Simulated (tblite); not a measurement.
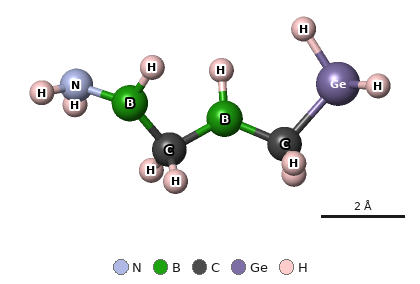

The structure as given in the input (ball-and-stick view, seen on its broad side). Sticks mark near contacts. Bond lengths as drawn: B–C 1.57 to 1.59 Å, B–H 1.18 Å, B–N 1.55 Å, C–Ge 1.96 Å, C–H 1.10 to 1.11 Å, Ge–H 1.53 to 1.56 Å and H–N 1.03 to 1.05 Å.

Geometry relaxation, with input and output: C$_{2}$H$_{10}$B$_{2}$GeN (part 1 of 4)

System: C$_{2}$H$_{10}$B$_{2}$GeN, multiplicity 2, SMILES NBCB[CH2][GeH2].
Method: GFN2-xTB geometry optimisation, gas phase (tblite 0.8.0).

It belongs to a series of runs on one base structure; here: H removed from Ge.

Output
```
step      E/eV     max force
  0    -451.42878    2.930
  1    -451.72888    1.711
  2    -451.96837    2.595
  3    -452.06168    0.955
  4    -452.17953    0.752
  5    -452.27324    1.436
  6    -452.35327    1.527
  7    -452.46282    1.151
  8    -452.57507    0.846
  9    -452.65925    0.931
 10    -452.72828    0.731
 11    -452.79055    0.556
 12    -452.81426    1.048
 13    -452.84346    0.375
 14    -452.85935    0.296
 15    -452.87827    0.275
 16    -452.88951    0.313
 17    -452.89999    0.229
 18    -452.90759    0.210
 19    -452.91415    0.175
 20    -452.91892    0.196
 21    -452.92312    0.145
 22    -452.92724    0.180
 23    -452.93192    0.201
 24    -452.93758    0.256
 25    -452.94399    0.257
 26    -452.95012    0.201
 27    -452.95568    0.210
 28    -452.96070    0.194
 29    -452.96536    0.164
 30    -452.97041    0.207
 31    -452.97618    0.210
 32    -452.98227    0.246
 33    -452.98757    0.231
 34    -452.99128    0.161
 35    -452.99344    0.099
 36    -452.99473    0.095
 37    -452.99602    0.109
 38    -452.99774    0.124
 39    -452.99964    0.108
 40    -453.00148    0.116
 41    -453.00341    0.107
 42    -453.00581    0.127
 43    -453.00858    0.133
 44    -453.01106    0.145
 45    -453.01286    0.097
 46    -453.01451    0.109
 47    -453.01691    0.140
 48    -453.01990    0.146
 49    -453.02250    0.132
 50    -453.02450    0.141
 51    -453.02658    0.136
 52    -453.02970    0.182
 53    -453.03485    0.243
 54    -453.04244    0.298
 55    -453.05143    0.274
 56    -453.06122    0.281
 57    -453.07224    0.261
 58    -453.08432    0.274
 59    -453.09130    0.412
 60    -453.10460    0.234
 61    -453.11282    0.208
 62    -453.12634    0.325
 63    -453.13335    0.301
 64    -453.14498    0.297
 65    -453.15067    0.221
 66    -453.15866    0.208
 67    -453.16602    0.255
 68    -453.17242    0.221
 69    -453.17868    0.248
 70    -453.18591    0.202
 71    -453.19504    0.236
 72    -453.20292    0.243
 73    -453.21255    0.241
 74    -453.22137    0.215
 75    -453.22923    0.232
 76    -453.23462    0.192
 77    -453.23950    0.248
 78    -453.24546    0.236
 79    -453.25362    0.260
 80    -453.26078    0.193
 81    -453.26557    0.168
 82    -453.26824    0.156
 83    -453.27116    0.151
 84    -453.27537    0.193
 85    -453.28050    0.204
 86    -453.28437    0.109
 87    -453.28571    0.081
 88    -453.28633    0.066
 89    -453.28698    0.061
 90    -453.28766    0.058
 91    -453.28826    0.043
 92    -453.28867    0.036
 93    -453.28891    0.032
 94    -453.28908    0.035
 95    -453.28928    0.034
 96    -453.28953    0.040
 97    -453.28975    0.030
 98    -453.28990    0.032
 99    -453.29000    0.033
100    -453.29013    0.032
101    -453.29033    0.035
102    -453.29057    0.044
103    -453.29078    0.038
104    -453.29092    0.030
105    -453.29103    0.026
106    -453.29115    0.023
107    -453.29125    0.019
108    -453.29132    0.017
109    -453.29137    0.017
110    -453.29143    0.020
111    -453.29150    0.017
112    -453.29156    0.022
113    -453.29160    0.024
114    -453.29165    0.022
115    -453.29170    0.019
116    -453.29178    0.023
117    -453.29189    0.030
118    -453.29204    0.037
119    -453.29223    0.034
120    -453.29241    0.034
121    -453.29254    0.036
122    -453.29265    0.034
123    -453.29277    0.031
124    -453.29299    0.039
125    -453.29342    0.053
126    -453.29413    0.066
127    -453.29503    0.086
128    -453.29608    0.075
129    -453.29715    0.078
130    -453.29860    0.077
131    -453.29345    0.508
132    -453.30053    0.062
133    -453.30185    0.052
134    -453.30139    0.433
135    -453.30416    0.030
136    -453.30529    0.050
137    -453.30048    0.526
138    -453.30632    0.057
139    -453.30693    0.076
140    -453.30464    0.474
141    -453.30819    0.068
142    -453.30887    0.094
143    -453.30766    0.364
144    -453.31058    0.115
145    -453.31136    0.092
146    -453.31044    0.386
147    -453.31342    0.088
148    -453.31411    0.075
149    -453.31493    0.170
150    -453.31605    0.070
151    -453.31668    0.054
152    -453.31804    0.077
153    -453.31844    0.062
154    -453.31863    0.056
155    -453.31887    0.042
156    -453.31909    0.023
157    -453.31921    0.041
158    -453.31933    0.029
159    -453.31944    0.023
160    -453.31949    0.015
161    -453.31955    0.015
162    -453.31962    0.014
163    -453.31967    0.012
164    -453.31970    0.015
165    -453.31973    0.015
166    -453.31978    0.013
167    -453.31985    0.018
168    -453.31995    0.031
169    -453.32009    0.040
170    -453.32028    0.054
171    -453.32048    0.056
172    -453.32070    0.057
173    -453.32092    0.044
174    -453.32112    0.033
175    -453.32125    0.028
176    -453.32136    0.023
177    -453.32149    0.025
178    -453.32162    0.026
179    -453.32176    0.027
180    -453.32190    0.024
181    -453.32203    0.027
182    -453.32214    0.024
183    -453.32223    0.018
184    -453.32229    0.018
185    -453.32234    0.015
186    -453.32239    0.014
187    -453.32244    0.017
188    -453.32250    0.019
189    -453.32257    0.024
190    -453.32267    0.031
191    -453.32276    0.026
192    -453.32283    0.017
193    -453.32286    0.012
194    -453.32288    0.011
195    -453.32289    0.009
```

Trajectory as extended XYZ (Å, eV, eV/Å), 51 of the 196 frames kept, from step=0 to step=195
```
16
Properties=species:S:1:pos:R:3:forces:R:3 step=0 energy=-451.42878
N     3.1571    0.4512    0.7427   -1.6160  -1.5400  -1.3540
B     1.9297    0.2579   -0.1763    1.1050   0.8790   2.5670
C     0.8628   -0.8885    0.1258    0.3940   0.0610  -0.2220
B    -0.4669   -0.1457    0.5566   -0.0430   0.0560  -0.3930
C    -1.9255   -0.6272    0.2221    0.2650  -0.6370   0.0760
Ge   -3.1552    0.8499    0.5841   -0.9210   0.5290   1.1270
H     4.0370    0.3294    0.2149   -0.6950   0.3190   0.9060
H     3.0734   -0.1884    1.5702    0.6390   0.5910  -1.2220
H     1.4945    1.2534   -0.6305    0.6350  -0.3150  -0.8010
H     1.1796   -1.5776    0.9291   -0.0540   0.1830  -0.3480
H     0.7544   -1.4860   -0.7940   -0.2550  -0.0370   0.4040
H    -0.3488    0.9563    0.9751    0.0830  -0.4090   0.3450
H    -2.0754   -0.8838   -0.8365    0.2020  -0.3020   0.3370
H    -2.2696   -1.4793    0.8463    0.4250   0.2090  -0.5530
H    -2.2561    2.0961    0.8649   -0.2290   0.0900  -0.3940
H    -3.9985    1.0912   -0.6709    0.0650   0.3230  -0.4740
16
Properties=species:S:1:pos:R:3:forces:R:3 step=4 energy=-452.17953
N     3.1024    0.3416    0.6755   -0.4150  -0.1180  -0.2820
B     1.8936    0.3174   -0.0564    0.6580  -0.2010   0.1070
C     0.8716   -0.8638    0.1295   -0.4690  -0.1650   0.1070
B    -0.4655   -0.1441    0.5252   -0.2660   0.1170   0.1910
C    -1.9131   -0.6337    0.2280   -0.2450   0.0430   0.0580
Ge   -3.2334    0.8682    0.6721   -0.0830  -0.1610  -0.0960
H     4.0139    0.3980    0.2721    0.1560   0.7080  -0.0360
H     3.1254   -0.1928    1.5174    0.1600  -0.6200   0.2940
H     1.5808    1.2165   -0.7146    0.3270   0.1610  -0.6580
H     1.1771   -1.5671    0.9067    0.0390   0.0510   0.0880
H     0.7416   -1.4814   -0.7644    0.0490   0.1320  -0.0010
H    -0.3421    0.9167    1.0168   -0.0060  -0.0750   0.3190
H    -2.0608   -0.9141   -0.8160   -0.0350  -0.0190   0.0120
H    -2.2320   -1.4944    0.8151    0.2360  -0.1400  -0.0120
H    -2.2822    2.1135    0.8234   -0.2410   0.0960  -0.1660
H    -3.9849    1.1285   -0.7069    0.1350   0.1920   0.0750
16
Properties=species:S:1:pos:R:3:forces:R:3 step=8 energy=-452.57507
N     3.1011    0.2119    0.6370    0.6230   0.0710   0.3170
B     1.9099    0.3237   -0.0570   -0.1440  -0.5430  -0.6330
C     0.7986   -0.8459    0.1603    0.6370   0.4520  -0.2230
B    -0.5296   -0.1184    0.5601    0.2490  -0.1180   0.2160
C    -1.9618   -0.6299    0.2405    0.1330  -0.1320  -0.0090
Ge   -3.3082    0.8481    0.6995    0.2020   0.1140  -0.3950
H     3.9788    0.6390    0.3356   -0.5920   0.0580   0.4260
H     3.2050   -0.3343    1.4974    0.0110   0.1640  -0.7700
H     1.7617    1.1642   -0.9041    0.2140  -0.5180   0.4070
H     1.1754   -1.5440    0.9193   -0.2640   0.2560   0.0410
H     0.7380   -1.4477   -0.7505   -0.1960   0.0500   0.0200
H    -0.3457    0.8741    1.1462   -0.2380   0.1370   0.3400
H    -2.0662   -0.9365   -0.8003   -0.1950   0.1630  -0.0820
H    -2.1473   -1.5475    0.7994   -0.1230   0.0400   0.1740
H    -2.3753    2.1459    0.7517   -0.2400  -0.1580   0.1160
H    -3.9420    1.2064   -0.7114   -0.0750  -0.0360   0.0550
16
Properties=species:S:1:pos:R:3:forces:R:3 step=12 energy=-452.81426
N     3.1313    0.1665    0.6083    0.5930   0.8200  -0.2730
B     1.9809    0.2269   -0.1456    0.1290   0.2280  -0.0050
C     0.8208   -0.7882    0.1411   -0.4260  -0.3220  -0.0470
B    -0.5234   -0.1097    0.6243    0.1750   0.1770  -0.1460
C    -1.9557   -0.6471    0.2499    0.3460   0.1070   0.0370
Ge   -3.3149    0.8399    0.6447   -0.0530  -0.1870   0.0950
H     3.8886    0.8354    0.4491   -0.3340  -0.5410   0.2970
H     3.2694   -0.4393    1.3936    0.1320  -0.1100   0.1090
H     1.9164    1.0491   -0.9767   -0.0360  -0.0370  -0.1230
H     1.1262   -1.4749    0.9391   -0.0320   0.0720   0.0370
H     0.6940   -1.4149   -0.7414   -0.2330  -0.1050  -0.0560
H    -0.4003    0.8583    1.2993   -0.1120  -0.3320   0.0550
H    -2.1053   -0.9175   -0.8001    0.1040   0.0170   0.1370
H    -2.1217   -1.5676    0.8225   -0.2150   0.2390  -0.0150
H    -2.4799    2.1420    0.7319    0.1220   0.1000   0.1820
H    -3.9341    1.2500   -0.7166   -0.1600  -0.1260  -0.2840
16
Properties=species:S:1:pos:R:3:forces:R:3 step=16 energy=-452.88951
N     3.1473    0.1935    0.6045   -0.0620  -0.0580   0.1340
B     1.9963    0.2260   -0.1565   -0.0400  -0.0390  -0.0690
C     0.8085   -0.7998    0.1227    0.2630   0.1120  -0.0770
B    -0.5016   -0.0934    0.6131   -0.0580  -0.0950   0.0330
C    -1.9179   -0.6329    0.2533   -0.2940   0.1000  -0.0370
Ge   -3.3198    0.8206    0.6402   -0.0200   0.1430  -0.1320
H     3.8985    0.8519    0.4976    0.0870  -0.0030   0.0020
H     3.2963   -0.4519    1.3653    0.0150   0.0610  -0.0400
H     1.9326    1.0275   -1.0076   -0.0440   0.0120  -0.0810
H     1.1090   -1.4556    0.9479   -0.0280  -0.0310  -0.0760
H     0.6458   -1.4332   -0.7504   -0.0600  -0.0600   0.0530
H    -0.4216    0.8171    1.3432    0.1210   0.0100   0.1880
H    -2.0917   -0.9108   -0.7844    0.1460  -0.0400  -0.1090
H    -2.1504   -1.5309    0.8296    0.0120   0.0810   0.0910
H    -2.4818    2.1500    0.7612   -0.0510  -0.0510   0.1030
H    -3.9571    1.2309   -0.7561    0.0140  -0.1430   0.0180
16
Properties=species:S:1:pos:R:3:forces:R:3 step=20 energy=-452.91892
N     3.1472    0.2090    0.6147    0.0230   0.0350  -0.0770
B     2.0120    0.2215   -0.1784   -0.0150   0.0120  -0.0040
C     0.8188   -0.7940    0.1047   -0.1860   0.0080   0.0610
B    -0.5006   -0.0950    0.6215   -0.0020   0.0160   0.0930
C    -1.9355   -0.6077    0.2467    0.1680  -0.0050  -0.0320
Ge   -3.3285    0.8345    0.6131   -0.0400  -0.0080   0.0190
H     3.9125    0.8604    0.5232   -0.1010  -0.0610  -0.0590
H     3.3121   -0.4570    1.3522   -0.0820   0.0180   0.0320
H     1.9365    1.0169   -1.0412    0.0380  -0.0480   0.0330
H     1.0982   -1.4503    0.9376    0.0630  -0.0070  -0.0500
H     0.6144   -1.4490   -0.7456    0.0800   0.0680  -0.0070
H    -0.4092    0.7848    1.3998    0.0870  -0.1220   0.0420
H    -2.0586   -0.9151   -0.7934    0.0120  -0.0290   0.0270
H    -2.1654   -1.4917    0.8496   -0.0090   0.0940  -0.0130
H    -2.4952    2.1468    0.7960   -0.0600   0.0290   0.0030
H    -3.9661    1.1948   -0.7771    0.0240  -0.0020  -0.0670
16
Properties=species:S:1:pos:R:3:forces:R:3 step=23 energy=-452.93192
N     3.1434    0.2082    0.6072   -0.0420  -0.0840   0.0320
B     2.0074    0.2227   -0.1843   -0.0200  -0.0400   0.0260
C     0.8046   -0.7852    0.1056    0.1540  -0.0520  -0.0160
B    -0.5011   -0.0968    0.6405    0.0080   0.0140   0.0050
C    -1.9273   -0.5927    0.2385   -0.0360   0.0210   0.0440
Ge   -3.3441    0.8432    0.6054    0.0820  -0.1730  -0.0610
H     3.9044    0.8616    0.5246   -0.0110   0.0060  -0.1050
H     3.3073   -0.4554    1.3493   -0.1130   0.0590  -0.0030
H     1.9506    1.0022   -1.0586   -0.0090   0.0190  -0.0070
H     1.1040   -1.4495    0.9211    0.0650  -0.0190   0.0980
H     0.6134   -1.4427   -0.7412   -0.0260   0.0520  -0.1520
H    -0.3845    0.7496    1.4424   -0.0030  -0.0050   0.1460
H    -2.0376   -0.9255   -0.7961   -0.0080   0.0360   0.0620
H    -2.1688   -1.4611    0.8577   -0.0060   0.0240   0.0020
H    -2.5166    2.1509    0.8098   -0.0550   0.0860  -0.0170
H    -3.9627    1.1794   -0.7983    0.0180   0.0560  -0.0540
16
Properties=species:S:1:pos:R:3:forces:R:3 step=27 energy=-452.95568
N     3.1294    0.2010    0.5946   -0.0530   0.0300  -0.0260
B     2.0001    0.2138   -0.2006    0.0340   0.0570  -0.0180
C     0.8065   -0.7867    0.1043    0.0040  -0.0270  -0.0290
B    -0.4869   -0.0980    0.6822    0.1230  -0.0750  -0.0170
C    -1.9111   -0.5616    0.2370    0.0720  -0.0470   0.0840
Ge   -3.3496    0.8258    0.5677   -0.0440   0.2010  -0.0410
H     3.8830    0.8581    0.4965    0.1030  -0.0160  -0.0170
H     3.2659   -0.4416    1.3554    0.0090   0.0100   0.1040
H     1.9696    0.9785   -1.0865   -0.0740   0.0360  -0.0590
H     1.1314   -1.4531    0.9119   -0.0130  -0.0430  -0.0670
H     0.6063   -1.4113   -0.7690   -0.0680   0.0130   0.0560
H    -0.3442    0.6764    1.5572   -0.1030  -0.0790   0.0070
H    -2.0023   -0.9316   -0.7859    0.0190   0.0620   0.0300
H    -2.1783   -1.4025    0.8789    0.0370  -0.1250   0.0550
H    -2.5779    2.1757    0.8305   -0.1030  -0.0500  -0.0560
H    -3.9494    1.1661   -0.8507    0.0580   0.0530  -0.0060
16
Properties=species:S:1:pos:R:3:forces:R:3 step=31 energy=-452.97618
N     3.1150    0.2069    0.5913    0.0920   0.0750   0.0220
B     1.9931    0.2234   -0.2136    0.0200  -0.0390  -0.0270
C     0.8169   -0.7949    0.0976   -0.0370   0.0780   0.0130
B    -0.4582   -0.1175    0.7127   -0.1640   0.0010   0.1310
C    -1.8882   -0.5502    0.2584   -0.0810  -0.0150   0.0350
Ge   -3.3572    0.8467    0.5318    0.0120  -0.1860   0.0470
H     3.8965    0.8286    0.4599    0.0100  -0.0440   0.0740
H     3.2247   -0.4074    1.3854    0.0130   0.1110  -0.1080
H     1.9488    0.9796   -1.1115   -0.0020  -0.0440   0.0310
H     1.1567   -1.4763    0.8858    0.0210  -0.0460  -0.1120
H     0.5867   -1.3909   -0.7849   -0.0250  -0.0530   0.0110
H    -0.3342    0.6039    1.6348    0.0010  -0.0540  -0.0210
H    -1.9694   -0.9189   -0.7663   -0.0080   0.0220   0.0470
H    -2.1764   -1.3857    0.9050    0.0410  -0.0130  -0.0250
H    -2.6397    2.1914    0.8317    0.0340   0.1320  -0.0520
H    -3.9224    1.1704   -0.8948    0.0720   0.0760  -0.0660
16
Properties=species:S:1:pos:R:3:forces:R:3 step=35 energy=-452.99344
N     3.1135    0.2188    0.5769   -0.0260   0.0500  -0.0270
B     1.9972    0.2206   -0.2377   -0.0380  -0.0030   0.0300
C     0.8105   -0.7849    0.0934   -0.0080  -0.0440   0.0030
B    -0.4541   -0.1384    0.7730    0.0220  -0.0250  -0.0460
C    -1.8780   -0.5401    0.2888   -0.0500  -0.0090  -0.0040
Ge   -3.3739    0.8406    0.5010    0.0130   0.0410  -0.0120
H     3.9046    0.8270    0.4547    0.0370   0.0280  -0.0020
H     3.2000   -0.3730    1.3872    0.0220   0.0170  -0.0030
H     1.9580    0.9527   -1.1544    0.0090  -0.0280   0.0230
H     1.1815   -1.4993    0.8356    0.0170  -0.0090   0.0110
H     0.5528   -1.3689   -0.7921   -0.0480   0.0690  -0.0170
H    -0.3277    0.5070    1.7431    0.0340   0.0270   0.0450
H    -1.9384   -0.9034   -0.7370   -0.0270  -0.0180  -0.0180
H    -2.1630   -1.3775    0.9314   -0.0830  -0.0400   0.0050
H    -2.7179    2.2316    0.8168    0.0350  -0.0240  -0.0070
H    -3.8727    1.1962   -0.9572    0.0920  -0.0310   0.0190
```
